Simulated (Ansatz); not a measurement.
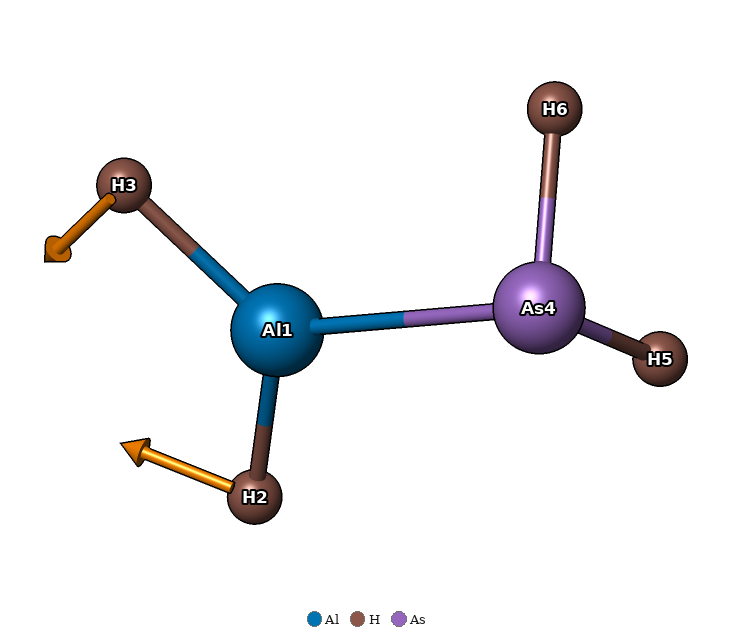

The arrows show one normal mode. Harmonic vibrations computed with RKS PBE0-D4/def2-TZVP (Ansatz 0.2.0) at a stationary point of the same level.

**Describe the motion.**

Mostly angle bending.

**At what wavenumber does it lie?**

773 cm⁻¹; it is mode 7 of 12 counted from the lowest.
